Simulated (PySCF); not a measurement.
# Cl₂O₂W, SMILES `O=[W](=O)(Cl)Cl`: electronic structure

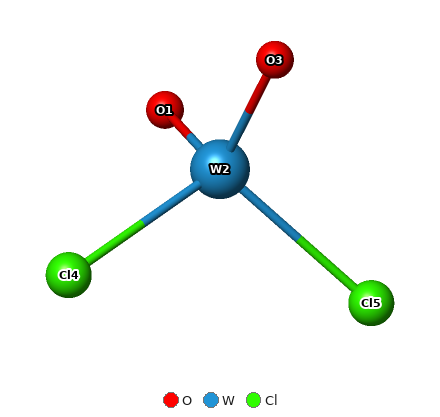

The molecule, with its atoms numbered as below. No frequency check shows the geometry to be a minimum.

Coordinates in Å:

```
O1       0.0005   -1.1443   -1.4081
W2       0.0000   -0.2365    0.0000
O3      -0.0005   -1.1443    1.4081
Cl4      1.7467    1.0533    0.0002
Cl5     -1.7467    1.0533   -0.0002
```

### 1. Bonding charge

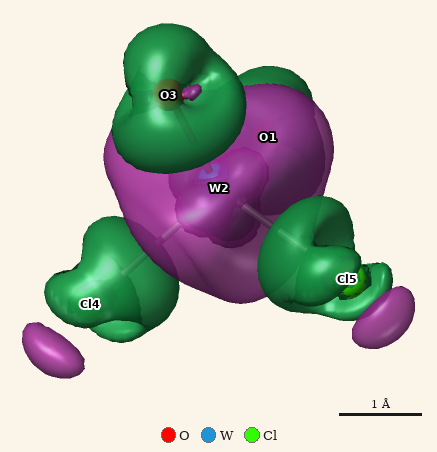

Deformation density (molecule less spherical, spin-averaged free atoms at the same positions), surfaces at ±0.04 e/Å³; green: gain, purple: loss.

PySCF calculation, PBE/def2-SVP, gas phase; geometry: GFN2-xTB. Core potentials replace the inner electrons of W; spin–orbit coupling isn't included. This is a single-reference result, which may miss multireference character in this system.

> How much density has each bond gained at its critical point, relative to the free atoms?

O1–W2 and W2–O3: +0.14 e/Å³ at the bond critical point (bond length 1.68 Å, Mayer order 2.1). W2–Cl4 and W2–Cl5: +0.07 e/Å³ at the bond critical point (bond length 2.17 Å, Mayer order 1.2). In all, 1.2 electrons gather in the regions of gain relative to the promolecule. A small or negative value marks a very polar bond, one between electron-rich atoms, whose free-atom densities already overlap strongly, a long bond to a heavier atom, or a closed-shell contact such as a hydrogen bond.

> Where do the Hirshfeld charges lie?

The highest Hirshfeld charge is on W2 (+0.71 e), the lowest on O1 and O3 (−0.29 e).

### 2. Bond critical points

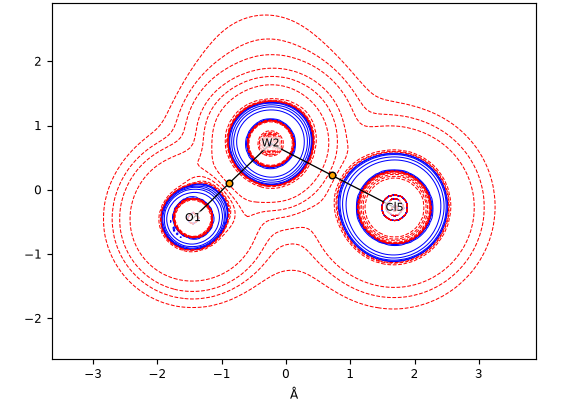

Negative Laplacian of the density (−∇²ρ) in the plane of O1, W2 and Cl5 (solid blue lines positive, dashed red lines negative, contours at ±0.02 to ±8 a.u.), with bond paths and bond critical points (dots).

> At which bond critical points in this plane is charge locally concentrated, and at which depleted?

At none is it concentrated. Depleted (∇²ρ > 0): O1–W2 (+0.90 a.u., H = −0.219); W2–Cl5 (+0.29 a.u., H = −0.053). A positive Laplacian with negative H is typical of metal–ligand bonds.

### 3. Electrostatic potential

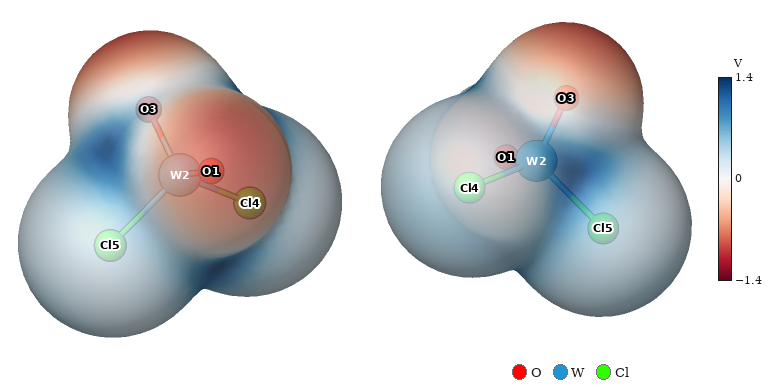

Electrostatic potential on the surface of electron density 0.001 a.u. (back view left, front view right).

> Where are the extremes of the potential on the surface?

Highest: 1.36 V, off the W2–O3 bond (2.3 to 2.4 Å from its atoms), and at like points elsewhere. Further maxima include 0.45 V, 2.0 Å from Cl5. Lowest: −0.90 V, 1.7 Å from O3, and at like points elsewhere. Further minima include 0.17 V, 2.1 Å from Cl4, and at like points elsewhere. The surface is sampled at points, so like sites can differ by a few per cent and only the strongest of them is named.

> Does Cl5 carry a σ-hole?

Yes: a local maximum of +0.45 V lies on the extension of the W2–Cl5 bond.

### 4. Excited states

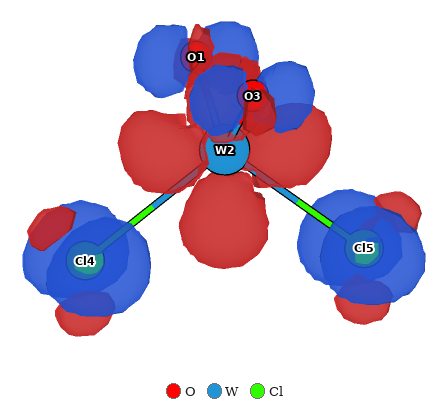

Unrelaxed difference density of S₂ less the ground state (TDA singlet states), ±0.05 e/Å³; red: gain, blue: loss.

Computed with PySCF, PBE0/def2-SVPD, geometry: GFN2-xTB. Core potentials replace the inner electrons of W; spin–orbit coupling isn't included. This is a single-reference result, which may miss multireference character in this system.

> How does the charge move on excitation?

0.77 e is displaced in all, of which about 0.5 e passes between atoms: Cl4 and Cl5 (0.18 e each) and O1 and O3 (0.06 e each) lose electrons and W2 (0.48 e) gains them. The state: 5.28 eV (235 nm), f = 0.000 (dark), ligand-to-metal charge transfer; the leading pair carries 99 %; hole on Cl4 and Cl5 (33 % each), O1 and O3 (13 % each) and W2 (8 %), electron on W2 (56 %), Cl4 and Cl5 (15 % each) and O1 and O3 (7 % each); their centroids lie 0.3 Å apart; S₃ lies within 0.1 eV of it.

### 5. In an electric field

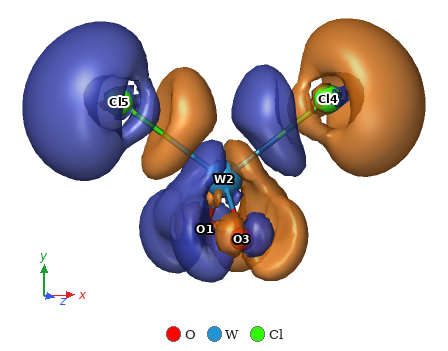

Change of the electron density in a uniform field of 0.21 V/Å, surfaces at ±0.0015 e/Å³ (orange: gain, blue: loss).

Method: PBE0/def2-SVPD; geometry: GFN2-xTB; program: PySCF. Core potentials replace the inner electrons of W; spin–orbit coupling isn't included. This is a single-reference result, which may miss multireference character in this system.

> Along which Cartesian direction does the field point?

Along −x: electrons gather on the +x side, against the field.

> How large is the response?

The induced dipole is 0.76 D (along the field); α along this axis, from the fields in both directions, is 74 bohr³ (11.0 Å³).

> Which atoms gain and lose the most charge?

Electrons gather most on Cl4 (Hirshfeld charge changes by −0.023 e) and leave Cl5 most (+0.024 e); 0.055 electrons are displaced in all.

### 6. Removing or adding an electron

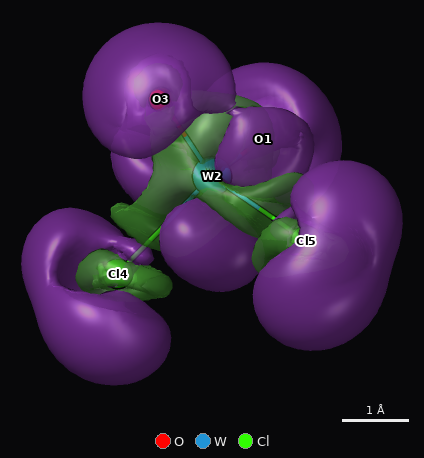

Fukui function f⁺ = ρ(N+1) − ρ(N) at fixed geometry, surfaces at ±0.01 e/Å³ (purple positive, green negative).

Computed with PySCF, CAM-B3LYP/def2-SVPD, geometry: GFN2-xTB. Core potentials replace the inner electrons of W; spin–orbit coupling isn't included. This is a single-reference result, which may miss multireference character in this system.

> On which atoms does the density change most on addition of an electron?

f⁺ (Hirshfeld-condensed) is largest on W2 (0.29) and Cl4 and Cl5 (0.22 each); the vertical electron affinity is 1.64 eV (the stability of the anion's solution wasn't checked). Condensed values hint at sites of nucleophilic attack but needn't mark the atom that reacts. Orbital relaxation makes it negative in places (0.21 e in all).

### 7. Localised orbitals

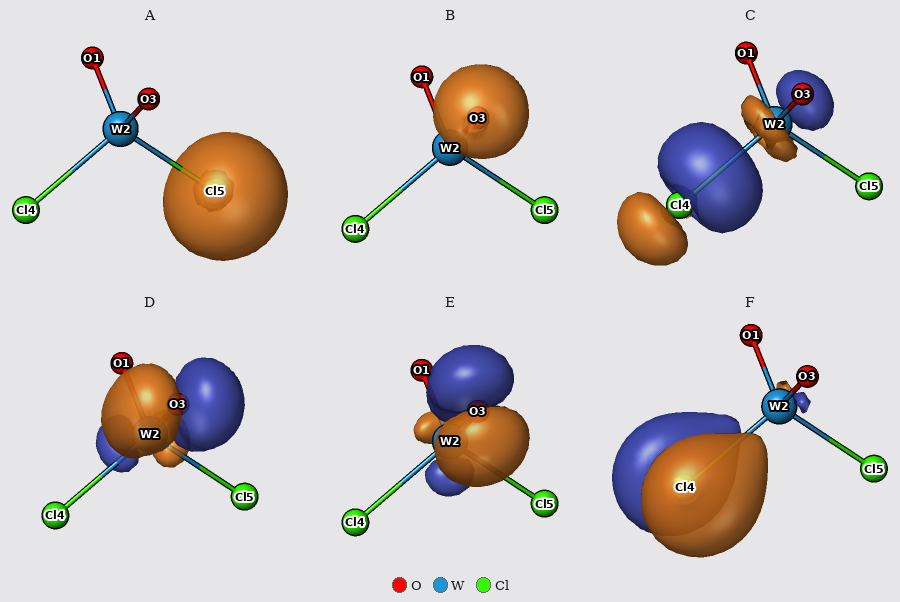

Pipek–Mezey orbitals, occupied; each surface holds about 80 % of the orbital's density. Energies are diagonal elements of the Fock matrix.

Computed with PySCF, B3LYP/def2-SVP, geometry: GFN2-xTB. Core potentials replace the inner electrons of W; spin–orbit coupling isn't included. This is a single-reference result, which may miss multireference character in this system.

> Name the orbitals, with their atomic make-up and energies.

By panel:
- A: lone pair on Cl5 (s-type) (Cl5 98 %; −21.5 eV)
- B: lone pair on O3 (s-type) (O3 95 %, W2 5 %; −20.2 eV)
- C: σ bond Cl4–W2 (Cl4 72 %, W2 28 %; −14.6 eV)
- D: π bond O3–W2 (O3 80 %, W2 19 %; −11.2 eV)
- E: lone pair on O3, partly donated to W2 (O3 85 %, W2 14 %; −11.0 eV)
- F: lone pair on Cl4 (p-type) (Cl4 97 %; −10.6 eV)
